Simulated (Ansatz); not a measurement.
**[PO2]+ (SMILES O=[P+]=O) at 6 levels**

Wanted: a comparison of 6 runs (UHF/STO-3G, CAM-B3LYP/STO-3G, PBE/STO-3G, wB97M-V/STO-3G, UMP2/STO-3G, CCSD/STO-3G) of [PO2]+. 

Program for the calculation: Ansatz 0.2.0.

20 further runs of the same task are left out: 18 that didn't finish, 2 set aside as unsound or not needed.

### 1 The molecule

[PO2]+ has 3 atoms, charge +1, and is taken as a singlet. SMILES: `O=[P+]=O`. The P2–O1 distance was set to 2.111 Å, away from the relaxed value.

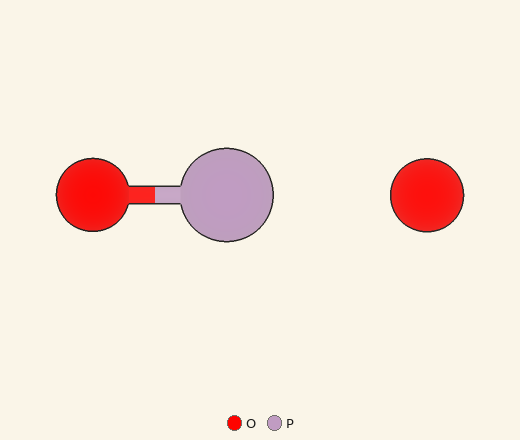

The structure, seen from a chosen angle (oxygen red, phosphorus pink).

### 2 The energy at UHF/STO-3G (run 1)

File run.yaml:

```yaml
crystal:
  periodic: [false, false, false]
  atoms:
    - {symbol: O, position_ang: [1.188323, 1.538959, 0.822102]}
    - {symbol: P, position_ang: [0.000230, -0.000210, 0.000340]}
    - {symbol: O, position_ang: [-0.792520, -1.025690, -0.548520]}
basis:
  gaussian:
    orbitals: STO-3G
total_charge: 1
magnetization:
  spin_polarized: true
hamiltonian:
  xc: hf
accuracy: high
```

On the command line:

```bash
$ ansatz run run.yaml --threads 1 --pin off --max-ram 2610MiB --events-out events.jsonl --progress --plain --runs-dir runs
```

Standard output, cut to the lines that bear on the results:

```text
Warning: RAYON_NUM_THREADS=1 ignored (pool sized by the plan → 1); use --threads N
Functional definition: HF
  name "HF"
[...]
315 factors; integrals over basis functions are off by at most 2.6e-8 eV
[...]
mean field -13176.56539920 eV, -484.2298470237 hartree, gradient 6.8e-8 eV, S^2 1.522962; 14 other end points of the search recorded, 0 dependent functions left out
reference -13176.56539920 eV, -484.2298470237 hartree; 15, 15 occupied and 4, 4 virtual orbitals, 315 factors
Total energy: -13176.56539920 eV, -484.2298470237 hartree
```

Run time: 2.7 s. Hardware: 1 thread of Arm Neoverse V1, shared host.

### 3 The energy at CAM-B3LYP/STO-3G (run 2)

run.yaml: that of step 2 with these lines changed.

```diff
@@ -7,9 +7,5 @@
 basis:
-  gaussian:
-    orbitals: STO-3G
+  gaussian: {orbitals: STO-3G}
 total_charge: 1
-magnetization:
-  spin_polarized: true
-hamiltonian:
-  xc: hf
+hamiltonian: {xc: {name: CAM-B3LYP}}
 accuracy: high
```

On the command line:

```bash
$ ansatz run run.yaml --threads 1 --pin off --max-ram 2610MiB --events-out events.jsonl --progress --plain --runs-dir runs
```

Standard output:

```text
Warning: RAYON_NUM_THREADS=1 ignored (pool sized by the plan → 1); use --threads N
Functional definition: CAM-B3LYP
  name "CAM-B3LYP"
  parameter alpha = 0.19
  parameter beta = 0.46
  parameter omega = 0.33/bohr
  parameter ac = 0.81
  exchange = (1 - alpha - beta)*b88_x + beta*b88_x_sr(omega) + alpha*exact_x + beta*exact_x_lr(omega)
  correlation = (1 - ac)*vwn5_c + ac*lyp_c
315 factors; integrals over basis functions are off by at most 2.6e-8 eV
132 factors; integrals over basis functions are off by at most 1.2e-9 eV
mean field evaluation 1: about -13187.1921 eV, gradient 6.5e1 eV
mean field evaluation 2: about -13054.1001 eV, gradient 1.1e2 eV
mean field evaluation 4: about -13186.4766 eV, gradient 7.2e1 eV
mean field evaluation 8: about -13204.6441 eV, gradient 1.3e-1 eV
mean field evaluation 16: about -13204.5102 eV, gradient 1.5e0 eV
mean field -13204.64423632 eV, -485.2617252555 hartree, gradient 5.4e-8 eV, S^2 0.000000; 2 other end points of the search recorded, 0 dependent functions left out
reference -13204.64424553 eV, -485.2617255940 hartree; 15, 15 occupied and 4, 4 virtual orbitals, 315 factors
Total energy: -13204.64424553 eV, -485.2617255940 hartree
```

Wall time 1.2 s (1 thread of Arm Neoverse V1, shared host).

Runs 3 to 5 aren't shown in full; the table further down has their settings and results.

### 4 A single-point energy at CCSD/STO-3G (run 6)

run.yaml: that of step 3 with these lines changed.

```diff
@@ -8,4 +8,5 @@
   gaussian: {orbitals: STO-3G}
+scf: {omitted_lower_state_checks: [cluster_reference, increment]}
 total_charge: 1
-hamiltonian: {xc: {name: CAM-B3LYP}}
 accuracy: high
+correlation: {method: ccsd, frozen_orbitals: {O: 1, P: 5}}
```

On the command line:

```bash
$ ansatz run run.yaml --threads 1 --pin off --max-ram 2610MiB --events-out events.jsonl --progress --plain --runs-dir runs
```

Standard output:

```text
Warning: RAYON_NUM_THREADS=1 ignored (pool sized by the plan → 1); use --threads N
[... 14 lines left out ...]
7 core orbitals not correlated: weight in the atoms' cores, before any rotation towards them, 1.000 or more for the frozen orbitals, at most 0.000 for the correlated occupied ones
[... 58 lines left out ...]
Total energy: -13179.68298210 eV, -484.3444160823 hartree
Checks for a lower state left out: cluster_reference, increment
```

It took 0.32 s on 1 thread of Arm Neoverse V1, shared host.

### 5 Overview of the runs

```csv
run,level,frozen core orbitals,energy (Eh),wall time
1,UHF/STO-3G,–,-484.229847,2.7 s
2,CAM-B3LYP/STO-3G,–,-485.261726,1.2 s
3,PBE/STO-3G,–,-485.067578,0.88 s
4,wB97M-V/STO-3G,–,-485.398391,17 s
5,UMP2/STO-3G,7,-484.339511,2.4 s
6,CCSD/STO-3G,7,-484.344416,0.32 s
```

### 6 Outcome

```
                                          quantity          value
                               run 6: total energy  -484.34442 Eh
run 6: correlation energy (7 core orbitals frozen)     -193.7 mEh
                              run 6: T1 diagnostic          0.035
```

In words: Below the UHF energy at the same shape and in the same basis (STO-3G): UMP2 -109.7 mEh; CCSD -114.6 mEh. Some of these start from another determinant than that one, so these aren't their correlation energies. Totals of different functionals can't be ranked against each other. In run 6 the T1 diagnostic is large, so a single reference may not serve. In run 6 the log says that unrestricted orbitals would lower the reference, so the values rest on an unstable closed-shell determinant (other closed-shell runs at this shape may share the fault). In runs 1, 2, 3, 4, 5, 6 the basis is minimal, so the values are rough. Spin contamination of the reference: run 1 ⟨S²⟩ = 1.52, run 5 ⟨S²⟩ = 1.52. Where it is this large, the reference is a mixture of spin states, and values that rest on it are in doubt. All runs together took 25 s, the longest 17 s.
